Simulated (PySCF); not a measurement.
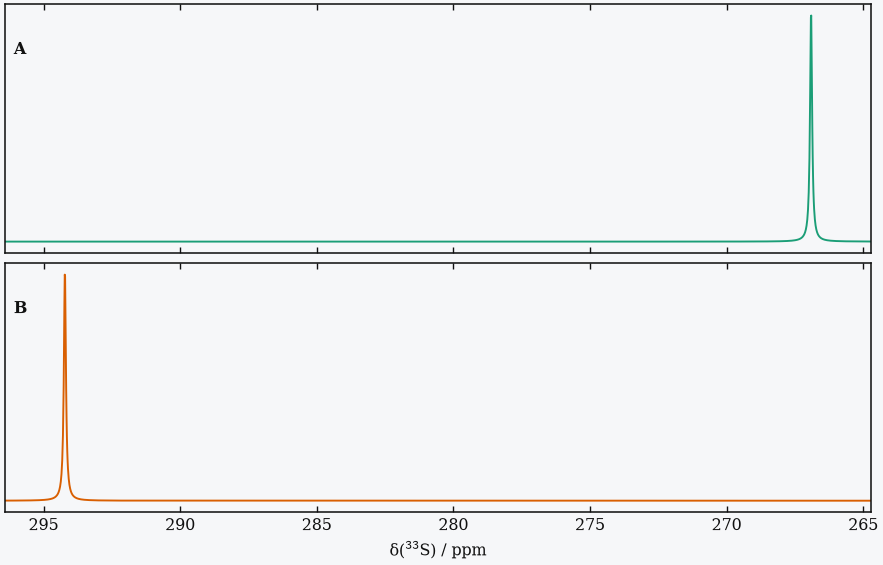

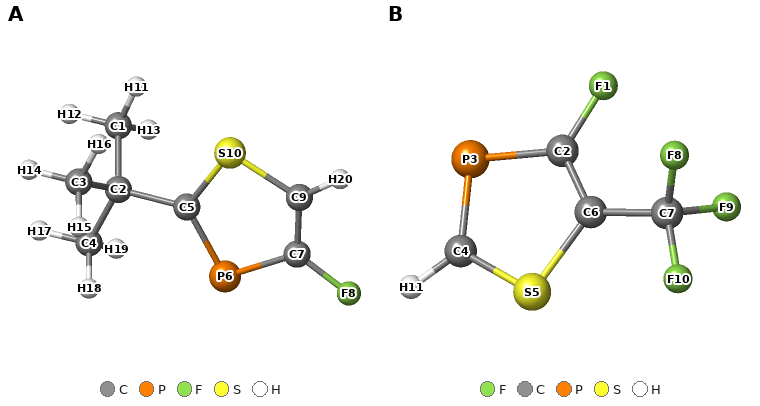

Related molecules: A is C₇H₁₀FPS, SMILES CC(C)(C)c1pc(F)cs1; B is C₄HF₄PS, SMILES Fc1pcsc1C(F)(F)F. GIAO ³³S shifts against CS₂, PBE0/pcSseg-1 with PySCF, at a GFN2-xTB geometry (no frequency check); fully decoupled, line heights follow the number of nuclei within a panel, widths are arbitrary (no quadrupolar broadening); values of one conformer, averaged over nuclei that symmetry or rotation about single bonds exchange, these motions taken as fast.

### How does the ³³S shift respond?

From A (266.9 ppm) to B (294.2 ppm) the nucleus is deshielded by 27.3 ppm.

Caveats, for all or some of the runs: the tight-binding geometry is rougher than a DFT one and adds to the error.
